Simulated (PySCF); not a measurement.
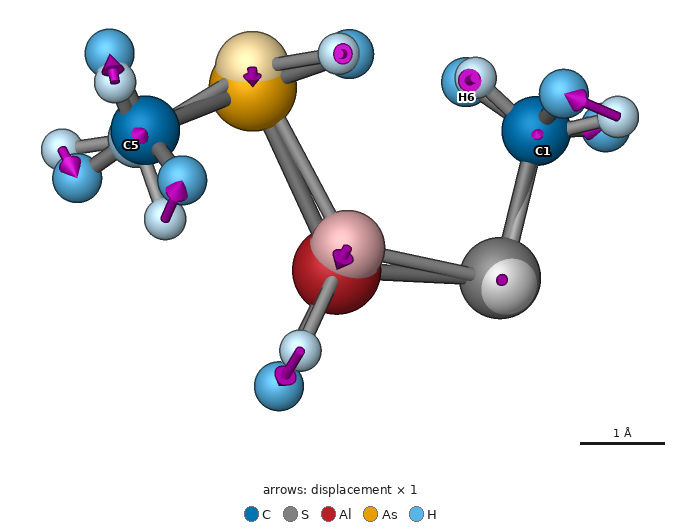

This is a relaxation of C$_{2}$H$_{8}$AlAsS. The starting structure is drawn faded, the final one solid; purple arrows show the displacements, at their true length. The two geometries are superimposed by the best rigid fit.

The picture is a ball-and-stick view, seen from a free direction.

The start comes from GFN2-xTB. Its atoms were then displaced at random by about 0.01 Å.

Method: PBE0-D3(BJ)/def2-SVP geometry optimisation, gas phase (PySCF 2.14.0, density-fitted response routines). 

Q: Describe the change and its energy.

A: The atom that moves furthest after the best rigid fit is an H atom (0.87 Å). By element the largest moves are H 0.87 Å, Al 0.37 Å, C 0.26 Å, As 0.25 Å, S 0.12 Å. Near-neighbour distances that change, for instance: Al–H 1.547 → 1.588 Å, As–C 1.951 → 1.986 Å, C–H 1.072 → 1.098 Å, C–H 1.114 → 1.099 Å. Among the angles between lasting bonds that change: S–Al–As 127.1° → 118.2°, Al–As–H 81.6° → 90.6°, Al–As–C 90.3° → 97.9°. Groups turn about C–S by about 40°, As–C by about 25°, Al–As by about 25°. The energy falls by 17.3 kJ/mol in 16 geometry steps. Cost: 2.7 min on 1 thread of Arm Neoverse V1, on a shared host.
